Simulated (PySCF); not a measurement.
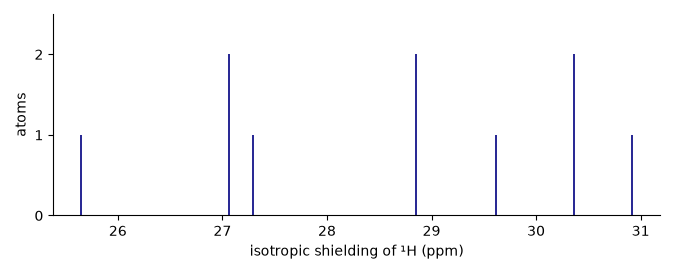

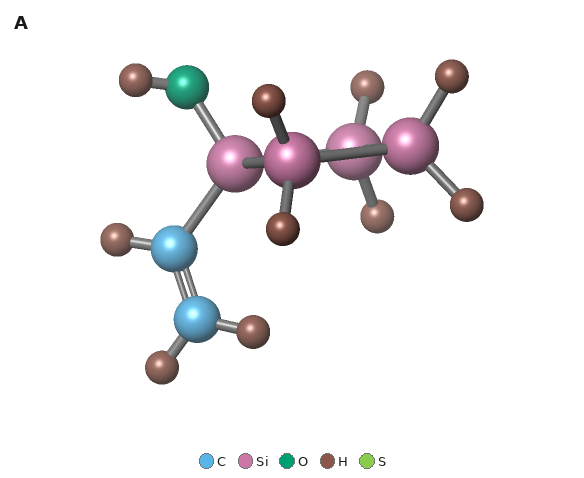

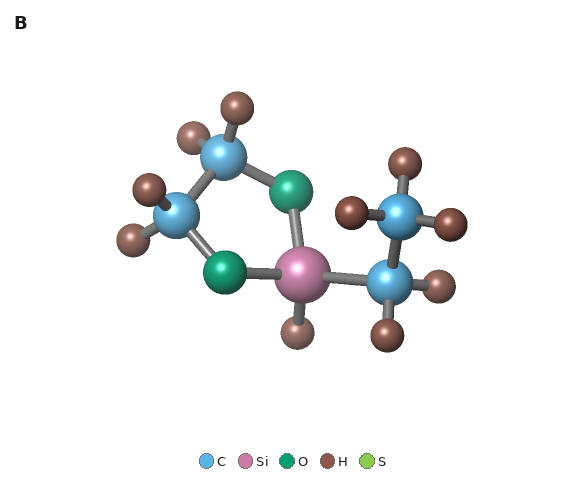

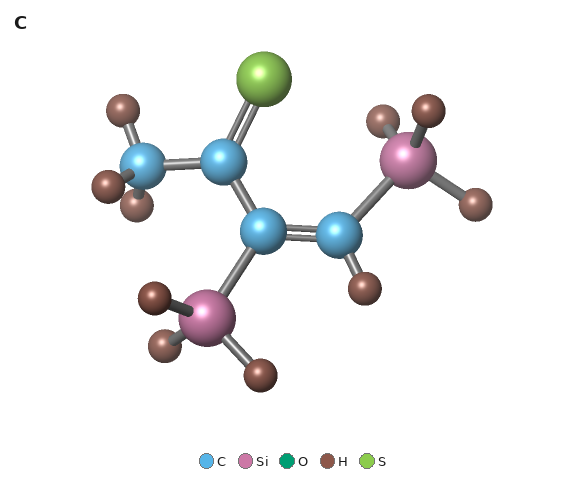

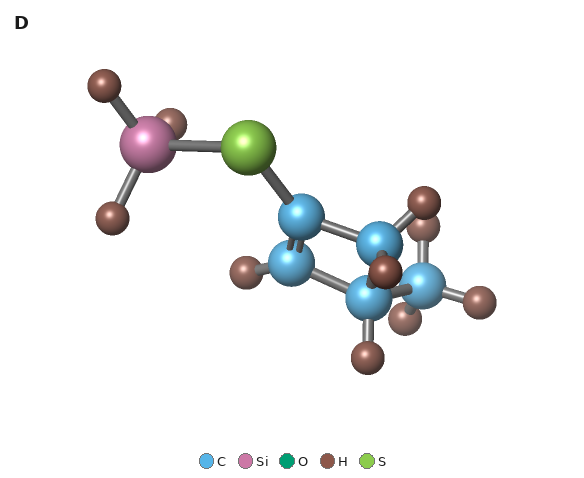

The sticks are computed shieldings of one of the molecules, for one fixed geometry (GFN2-xTB) without averaging over rotations. Low shielding means a high chemical shift. Method: GIAO PBE0/pcSseg-1 NMR shielding, non-relativistic, gas phase (PySCF 2.14.0).

Which molecule gives this pattern?

Answer. D, `C[C@@H]1C=C(S[SiH3])C1`. Its 10 H atoms give lines at 25.65, 27.06 (2 atoms), 27.29, 28.85 (2 atoms), 29.62, 30.36 (2 atoms), 30.92 ppm.

The geometry is semi-empirical. Around Si such bond lengths and angles can be off by a tenth of an ångström or more and by several degrees, and values that hang on the shape move with them.
